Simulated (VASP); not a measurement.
# A VASP study of CdSnSe2 (r2SCAN + D4): structure first, properties next

What structure does CdSnSe2 take at this level, and what are its properties? The steps: rough relaxation of the start cell, relaxing cell and atoms (r2SCAN + D4), density, ELF and potential (r2SCAN + D4), band structure (r2SCAN + D4), density of states (r2SCAN + D4), volume scan with r2SCAN + D4, fit for r2SCAN + D4, bands along the symmetry lines (r2SCAN) and vibrations at Γ (r2SCAN + D4). The cell is invented: it takes the structure of a Materials Project entry for SnPbSe2 (space group 166 there), with some of its atoms replaced by other elements, volume scaled by an estimate. It may not be a known or stable phase.

Method: r2SCAN with D4; plane waves and PAW (Sn_d, Cd, Se), in the first sound run; inputs show where later runs differ, in VASP 6.6.1.

## Step 1: The structure

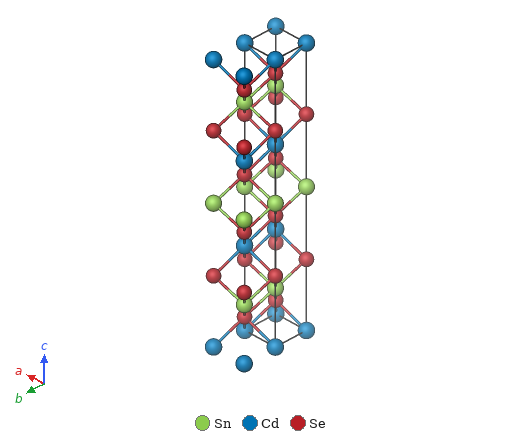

The starting structure, seen from a free direction (tin green, cadmium blue, selenium red). 1×2×1 cells are drawn. This picture shows the conventional cell, with its axes. Bonds to atoms that aren't drawn are left out. Some periodic images of atoms are drawn too.

Coordinates:

```xyz
4
Lattice="2.0992 1.2120 6.8550 -2.0992 1.2120 6.8550 0.0000 -2.4240 6.8550" Properties=species:S:1:pos:R:3 pbc="T T T"
Sn    0.0000    0.0000   10.2825
Cd    0.0000    0.0000    0.0000
Se    0.0000    0.0000   15.4764
Se    0.0000    0.0000    5.0886
```

## Step 2: Rough relaxation of the start cell

The start is only an estimate, so a cheap relaxation brings it near a minimum before any careful run. r2SCAN adds the kinetic-energy density, costs more than a GGA and is run with LASPH. A dispersion term adds the long-range attraction that semilocal functionals lack. D4 lets the coefficients depend on atomic charges too.

File INCAR:

```
SYSTEM = CdSnSe2
PREC = Normal
ENCUT = 400
EDIFF = 1E-05
NELM = 60
ISMEAR = -1
SIGMA = 0.05
LREAL = .FALSE.
ALGO = Normal
METAGGA = R2SCAN
IVDW = 13
VDW_S6 = 1
VDW_S8 = 0.6018749
VDW_A1 = 0.51559235
VDW_A2 = 5.77342911
LASPH = .TRUE.
NBANDS = 25
LORBIT = 11
LWAVE = .FALSE.
LCHARG = .FALSE.
KPAR = 2
IBRION = 2
NSW = 40
ISIF = 3
EDIFFG = -0.04
```

File POSCAR:

```
CdSnSe2
1.0
    2.0992120000      1.2119810000      6.8549940000
   -2.0992120000      1.2119810000      6.8549940000
    0.0000000000     -2.4239610000      6.8549940000
Sn Cd Se
1 1 2
Direct
    0.5000000000      0.5000000000      0.5000000000
    0.0000000000      0.0000000000      0.0000000000
    0.7525598000      0.7525598000      0.7525598000
    0.2474402000      0.2474402000      0.2474402000
```

File KPOINTS:

```
Automatic mesh
0
Gamma
5 5 5
0 0 0
```

PAW data sets: Sn_d, Cd and Se (PBE family, release 64).

On the command line:

```bash
$ mpirun -np 2 vasp_std
```

Output:

```text
[banner, memory and clock lines left out]
running    2 mpi-ranks, on    1 nodes
 distrk:  each k-point on    1 cores,    2 groups
 distr:  one band on    1 cores,    1 groups

 POSCAR found type information on POSCAR SnCdSe
 POSCAR found :  3 types and       4 ions
|                                                                             |
|               ----> ADVICE to this user running VASP <----                  |
|                                                                             |
|     You enforced a specific xc type in the INCAR file but a different       |
|     [... a line on the potential file left out ...]
|     I HOPE YOU KNOW WHAT YOU ARE DOING!                                     |
|                                                                             |

 LDA part: xc-table for (None), standard interpolation
 POSCAR, INCAR and KPOINTS ok, starting setup
 FFT: planning ... GRIDC
 FFT: planning ... GRID_SOFT
 FFT: planning ... GRID
 WAVECAR not read
 entering main loop
       N       E                     dE             d eps       ncg     rms          rms(c)
DAV:   1     0.230483131042E+03    0.23048E+03   -0.16376E+04   974   0.147E+03
DAV:   2    -0.531898524138E+02   -0.28367E+03   -0.27643E+03  1022   0.407E+02
DAV:   3    -0.828115630252E+02   -0.29622E+02   -0.29114E+02  1207   0.125E+02
DAV:   4    -0.836574958810E+02   -0.84593E+00   -0.84451E+00  1006   0.224E+01
DAV:   5    -0.836750278472E+02   -0.17532E-01   -0.17529E-01  1278   0.343E+00    0.541E+00
DAV:   6    -0.752947403591E+02    0.83803E+01   -0.48430E+00  1022   0.260E+01    0.701E+00
DAV:   7    -0.752590782765E+02    0.35662E-01   -0.40888E-01  1130   0.460E+00    0.440E+00
DAV:   8    -0.752809993954E+02   -0.21921E-01   -0.14093E-01  1087   0.317E+00    0.112E+00
DAV:   9    -0.752912995866E+02   -0.10300E-01   -0.26676E-02  1176   0.115E+00    0.269E-01
DAV:  10    -0.752910164934E+02    0.28309E-03   -0.58583E-03   990   0.589E-01    0.163E-01
DAV:  11    -0.752910507164E+02   -0.34223E-04   -0.62618E-04  1044   0.253E-01    0.449E-02
DAV:  12    -0.752910900700E+02   -0.39354E-04   -0.52415E-05  1125   0.556E-02    0.240E-02
DAV:  13    -0.752910918447E+02   -0.17747E-05   -0.93136E-06   698   0.274E-02
   1 F= -.75817829E+02 E0= -.75816435E+02  d E =-.758178E+02
 curvature:   0.00 expect dE= 0.000E+00 dE for cont linesearch  0.000E+00
 trial: gam= 0.00000 g(F)=  0.968E-01 g(S)=  0.947E-01 ort = 0.000E+00 (trialstep = 0.100E+01)
 search vector abs. value=  0.191E+00
 bond charge predicted
       N       E                     dE             d eps       ncg     rms          rms(c)
DAV:   1    -0.763946707824E+02   -0.11036E+01   -0.28346E+01  1123   0.555E+01    0.651E+00
DAV:   2    -0.755300840091E+02    0.86459E+00   -0.24345E+00  1180   0.197E+01    0.251E+00
DAV:   3    -0.754051177839E+02    0.12497E+00   -0.35285E-01  1134   0.653E+00    0.159E+00
DAV:   4    -0.753913126058E+02    0.13805E-01   -0.42456E-02  1281   0.197E+00    0.287E-01
DAV:   5    -0.753909569571E+02    0.35565E-03   -0.23986E-03  1098   0.473E-01    0.197E-01
DAV:   6    -0.753910061788E+02   -0.49222E-04   -0.49957E-04  1168   0.164E-01    0.500E-02
DAV:   7    -0.753910150983E+02   -0.89195E-05   -0.36300E-05  1020   0.586E-02
   2 F= -.75946586E+02 E0= -.75945524E+02  d E =-.128756E+00
[...]
3 F= -.75957630E+02 E0= -.75956565E+02  d E =-.139801E+00
[...]
4 F= -.76035875E+02 E0= -.76035555E+02  d E =-.782450E-01
[...]
5 F= -.76043679E+02 E0= -.76043467E+02  d E =-.860485E-01
[...]
6 F= -.76047617E+02 E0= -.76047462E+02  d E =-.393831E-02
[...]
7 F= -.76048815E+02 E0= -.76048643E+02  d E =-.513578E-02
[...]
8 F= -.76048816E+02 E0= -.76048645E+02  d E =-.513691E-02
 curvature:  -0.48 expect dE=-0.420E-03 dE for cont linesearch -0.136E-06
 trial: gam= 0.03661 g(F)=  0.147E-03 g(S)=  0.729E-03 ort = 0.676E-04 (trialstep = 0.106E+01)
 search vector abs. value=  0.902E-03
 bond charge predicted
       N       E                     dE             d eps       ncg     rms          rms(c)
DAV:   1    -0.754990090606E+02   -0.20388E-02   -0.96259E-02   984   0.211E+00    0.236E-01
DAV:   2    -0.754982147471E+02    0.79431E-03   -0.22123E-03  1238   0.474E-01    0.143E-01
DAV:   3    -0.754977811133E+02    0.43363E-03   -0.37178E-04  1010   0.308E-01    0.272E-02
DAV:   4    -0.754977884739E+02   -0.73606E-05   -0.77575E-05  1118   0.761E-02
   9 F= -.76049567E+02 E0= -.76049400E+02  d E =-.751007E-03
 trial-energy change:   -0.000751  1 .order   -0.000774   -0.000931   -0.000617
 step:   3.1462(harm=  3.1462)  dis= 0.00490  next Energy=   -76.050197 (dE=-0.138E-02)
 reached required accuracy - stopping structural energy minimisation
```

The job ended after 2.9 min (2 MPI ranks of Intel Xeon 6975P-C (Granite Rapids), shared host; peak memory 0.48 GiB; 5.7 min of CPU time).

The logs omit lines about the potential files and the build; timing stands in the text.

OUTCAR, selected parts (step 2):

```text
ion  position               nearest neighbor table
   1  0.500  0.500  0.500-   4 2.94   3 2.94   4 2.94   4 2.94   3 2.94   3 2.94
   2  0.000  0.000  0.000-   3 3.00   4 3.00   3 3.00   3 3.00   4 3.00   4 3.00
   3  0.753  0.753  0.753-   1 2.94   1 2.94   1 2.94   2 3.00   2 3.00   2 3.00
   4  0.247  0.247  0.247-   1 2.94   1 2.94   1 2.94   2 3.00   2 3.00   2 3.00

  LATTYP: Found a trigonal (rhomboedric) cell.
 ALAT       =     7.2709374709
 COS(alpha) =     0.8332899377

 Subroutine GETGRP returns: Found 12 space group operations
 (whereof 12 operations were pure point group operations)

The static configuration has the point symmetry D_3d.

 Found     19 irreducible k-points:

   k-points           NKPTS =     19   k-points in BZ     NKDIM =     19   number of bands    NBANDS=     25

   dimension x,y,z NGX =    36 NGY =   36 NGZ =   36
   dimension x,y,z NGXF=    72 NGYF=   72 NGZF=   72

   ENCUT  =  400.0 eV  29.40 Ry    5.42 a.u.  11.86 11.86 11.86*2*pi/ulx,y,z

   NELECT =      38.0000    total number of electrons

 k-points in reciprocal lattice and weights: Automatic mesh
   0.00000000  0.00000000  0.00000000       0.008
   0.20000000 -0.00000000 -0.00000000       0.048
   0.40000000 -0.00000000  0.00000000       0.048
   0.20000000  0.20000000 -0.00000000       0.048
   0.40000000  0.20000000 -0.00000000       0.096
  -0.40000000  0.20000000  0.00000000       0.096
  -0.20000000  0.20000000  0.00000000       0.048
   0.40000000  0.40000000  0.00000000       0.048
  -0.40000000  0.40000000  0.00000000       0.048
[...]
0.40000000  0.40000000  0.40000000       0.016
  -0.40000000  0.40000000  0.40000000       0.048

 average (electrostatic) potential at core
       1-108.3080       2 -42.8901       3 -58.0702       4 -58.0702

 E-fermi :   4.7702

 k-point     1 :       0.0000    0.0000    0.0000
  band No.  band energies     occupation
    ...
     15       2.4490      2.00000
     16       2.4490      2.00000
     17       2.5159      2.00000
     18       2.8905      2.00000
     19       2.8905      2.00000
     20       5.7814      0.00000
     21       6.9079      0.00000
     22       6.9079      0.00000
     23       7.9681      0.00000
     24      11.3960      0.00000
    ...

 k-point     2 :       0.2000   -0.0000   -0.0000
  band No.  band energies     occupation
    ...
     15       0.9430      2.00000
     16       2.1924      2.00000
     17       2.3783      2.00000
     18       2.4563      2.00000
     19       4.1296      1.99999
     20       5.6901      0.00000
     21       7.2682      0.00000
     22       7.6667      0.00000
     23       8.6228      0.00000
     24       9.9531      0.00000
    ...

 k-point     3 :       0.4000   -0.0000    0.0000
  band No.  band energies     occupation
    ...
     15       0.0319      2.00000
     16       1.6841      2.00000
     17       1.7659      2.00000
     18       1.8216      2.00000
     19       3.3583      2.00000
     20       5.0350      0.00998
     21       7.9374      0.00000
     22       8.3447      0.00000
     23       9.0742      0.00000
     24      10.0535      0.00000
    ...

  DFT-D4 for vdW energy calculation

  Edisp (eV):   -0.55178

  Total      -0.09689    -0.09689     0.09891     0.00000     0.00000    -0.00000
  in kB      -1.55910    -1.55910     1.59157     0.00000     0.00000    -0.00000
  external pressure =       -0.51 kB  Pullay stress =        0.00 kB

  energy-cutoff  :      400.00
  volume of cell :       99.57
      direct lattice vectors                 reciprocal lattice vectors
     2.081945861  1.202012374  6.631014582     0.240159943  0.138656402  0.050268822
    -2.081945861  1.202012374  6.631014582    -0.240159943  0.138656402  0.050268822
    -0.000000000 -2.404023791  6.631014588     0.000000000 -0.277312804  0.050268842

 POSITION                                       TOTAL-FORCE (eV/Angst)
 -----------------------------------------------------------------------------------
     -0.00000      0.00000      9.94652         0.000000     -0.000000     -0.000000
     -0.00000     -0.00000      0.00000         0.000000     -0.000000     -0.000000
     -0.00000      0.00000     14.80769         0.000000     -0.000000     -0.028785
     -0.00000      0.00000      5.08536        -0.000000      0.000000      0.028785
 -----------------------------------------------------------------------------------
    total drift:                                0.000000      0.000000      0.000000

  FREE ENERGIE OF THE ION-ELECTRON SYSTEM (eV)
  ---------------------------------------------------
  free  energy   TOTEN  =       -76.0495667255 eV

  energy  without entropy=      -76.0492339586  energy(sigma->0) =      -76.04940034

 reached required accuracy - stopping structural energy minimisation

 total charge
# of ion       s       p       d       tot
------------------------------------------
    1        1.391   0.658   9.992  12.041
    2        0.385   0.234   9.586  10.205
    3        1.461   2.396   0.023   3.879
    4        1.461   2.396   0.023   3.879
--------------------------------------------------
tot          4.698   5.683  19.624  30.005

[... 3 further parts left out ...]
```

CONTCAR:

```
CdSnSe2
   1.00000000000000
     2.0819458607709769    1.2020123740094790    6.6310145820857054
    -2.0819458607709769    1.2020123740094790    6.6310145820857054
    -0.0000000000000000   -2.4040237911427851    6.6310145881577247
  Sn              Cd              Se
     1     1     2
Direct
     0.5000000000000000    0.5000000000000000    0.5000000000000000
     0.0000000000000000    0.0000000000000000    0.0000000000000000
     0.7443651323685740    0.7443651323685740    0.7443651323942873
     0.2556348676314258    0.2556348676314258    0.2556348676057126
```

The gap is read on the k-mesh alone, so it is an upper bound where the band edges lie off the mesh. This relaxation is a rough one on cheap settings, only to bring the start near its minimum. The PAW data sets were made with PBE, which is usual practice but a small mismatch for other functionals. The run keeps the 12 symmetry operations of its start, so it cannot find a distortion of lower symmetry.

The steps of the relaxation:

| step | energy less that of the first step (eV) | largest force (eV/Å) | pressure (GPa) | volume (Å³) |
| --- | --- | --- | --- | --- |
| 1 | 0.0000 | 1.0015 | -2.40 | 104.64 |
| 2 | -0.1288 | 0.8248 | 0.58 | 98.82 |
| 3 | -0.1398 | 0.7074 | 2.36 | 96.26 |
| 4 | -0.2180 | 0.1885 | 1.31 | 97.50 |
| 5 | -0.2258 | 0.0206 | 0.97 | 98.01 |
| 6 | -0.2298 | 0.0641 | -0.46 | 100.26 |
| 7 | -0.2310 | 0.0380 | -0.01 | 99.52 |
| 8 | -0.2310 | 0.0390 | -0.03 | 99.55 |
| 9 | -0.2317 | 0.0288 | -0.05 | 99.57 |

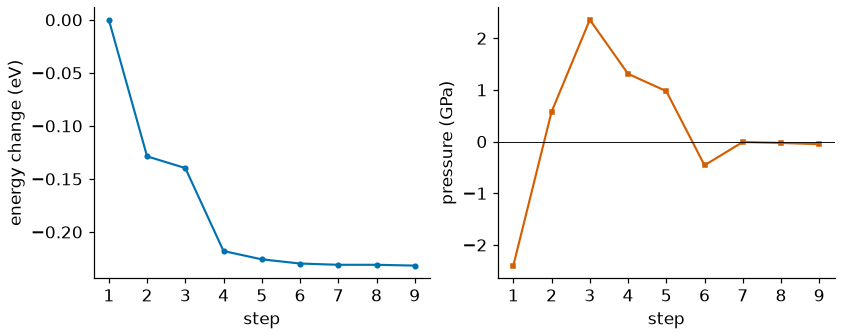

Energy and pressure along the relaxation.

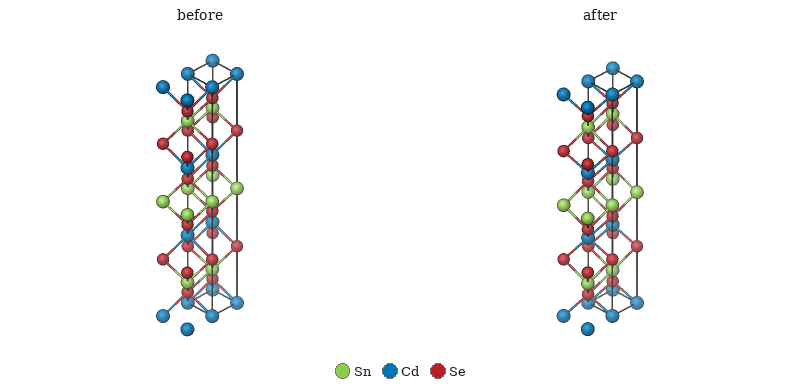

The structure before and after the relaxation, drawn at the same scale. Bonds to atoms that aren't drawn are left out.

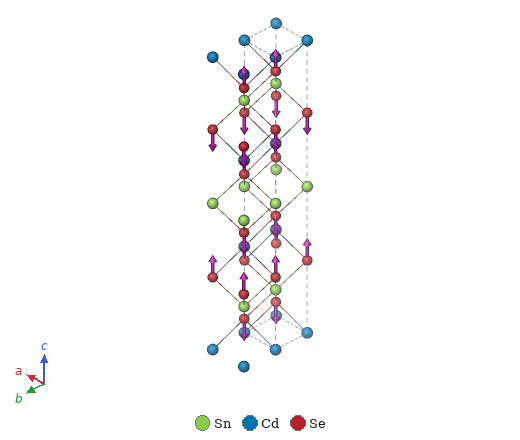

Displacements in the relaxation, exaggerated, measured against the changing cell; the longest in the cell stands for 0.16 Å. Bonds to atoms that aren't drawn are left out. 1×2×1 conventional cells are drawn. Some periodic images of atoms are drawn too.

| conventional cell, symmetrised | before | after | change |
| --- | --- | --- | --- |
| a (Å) | 4.198 | 4.164 | -0.8 % |
| b (Å) | 4.198 | 4.164 | -0.8 % |
| c (Å) | 20.565 | 19.893 | -3.3 % |
| volume (Å³/atom) | 26.16 | 24.89 | -4.9 % |

The atoms that moved most (Å, as changes of fractional coordinates times the final cell):

| atom | dx | dy | dz | length |
| --- | --- | --- | --- | --- |
| Se4 | 0.000 | 0.000 | 0.163 | 0.163 |
| Se3 | 0.000 | 0.000 | -0.163 | 0.163 |

Final coordinates:

```xyz
4
Lattice="2.0819 1.2020 6.6310 -2.0819 1.2020 6.6310 0.0000 -2.4040 6.6310" Properties=species:S:1:pos:R:3 pbc="T T T"
Sn    0.0000    0.0000    9.9465
Cd    0.0000    0.0000    0.0000
Se    0.0000    0.0000   14.8077
Se    0.0000    0.0000    5.0854
```

This step gave:

```yaml
electrons: 38
bands: 25
irreducible_k_points: 19
symmetry_operations: 12
free_energy_toten: -76.0496 eV
energy_at_zero_smearing: -76.0494 eV
fermi_energy: 4.770 eV
pressure: -0.05089 GPa
metallic: no
valence_top_at_k: -0.2, 0.2, 0
conduction_bottom_at_k: 0.4, 0, 0
least_direct_gap_at_k: 0.4, 0.4, 0.4
scf_cycles_over_all_ionic_steps: 57
gap_on_the_k_mesh: 0.5297 eV
least_direct_gap_on_the_k_mesh: 0.9635 eV
```

It ends with a largest force of 0.029 eV/Å and a pressure of -0.05 GPa.

[end of part 1 of 5]

[Lines on the potential files, build, host, timing and source positions are cut from VASP's logs without a mark.]

[Logs are printed without paths, hosts, clocks, repeated set-up lines and the standing remarks that a program may print on its own settings, such as how far it seeks lower states.]

[Hosts, paths, dates, database ids (printed as entryN), source tags and the programs' standing remarks are cut or masked in the printed files.]

[A measured line is paired with the nearest computed mode of its activity, which favours agreement.]

[In band tables of VASP the shares of atoms and orbitals are scaled to a sum of 1 inside the atoms' spheres.]
